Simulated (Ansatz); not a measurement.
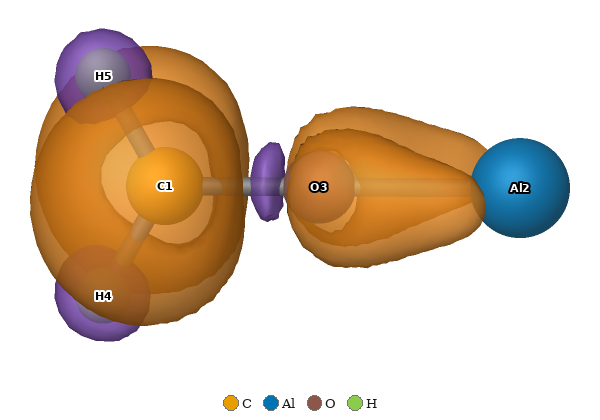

Figure. CH2AlO (SMILES [CH2][O][Al]) (doublet). Isosurfaces of the spin density at +0.02 (orange) and −0.02 e/Å³ (purple), seen at a tilt.

Geometry: PBE0-D3(BJ)/def2-SVP.

The calculation used isolated molecule in a Gaussian basis; Kohn-Sham density functional theory, functional PBE0 in Ansatz 0.2.0.

```tsv
atom	x (Å)	y (Å)	z (Å)
C	-2.8018	0.9368	1.0532
Al	0.1169	1.1866	0.2440
O	-1.5334	1.0453	0.7017
H	-3.0646	0.9889	2.1137
H	-3.5587	0.8058	0.2745
```

Question: Where is the unpaired spin?

Answer: The unpaired spin (1 electron) lies mostly on C1 (about 0.7), O3 (about 0.1) and Al2 (about 0.1), in electrons by Hirshfeld's partition.
